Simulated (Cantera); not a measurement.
Feed: 1 mol PbO, 0.57 mol H2, 0.77 mol N2, held at 380 Pa.

Cantera equilibrium calculation (NASA polynomials, part measured and part estimated; ideal gas, pure solids and liquids). Candidate condensed phases: H2O, Pb, PbO, PbO2, Pb3O4; 27 gas species. Mutual solubility and eutectic melting of coexisting phases are not modelled. Gases not in the tables: (PbO)n polymers. Kinetics and transport are ignored.

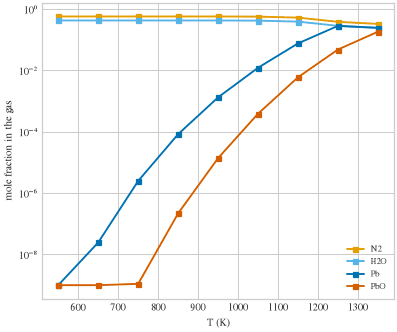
*Equilibrium gas composition (values under 1e-9 drawn at 1e-9)*

At 550 K the condensed part is Pb(s) + PbO(red). From 650 K to 750 K the condensed part is Pb(l) + PbO(red). From 850 K to 1150 K the condensed part is Pb(l) + PbO(yellow). At 1250 K the condensed part is PbO(l). At 1350 K nothing is condensed.
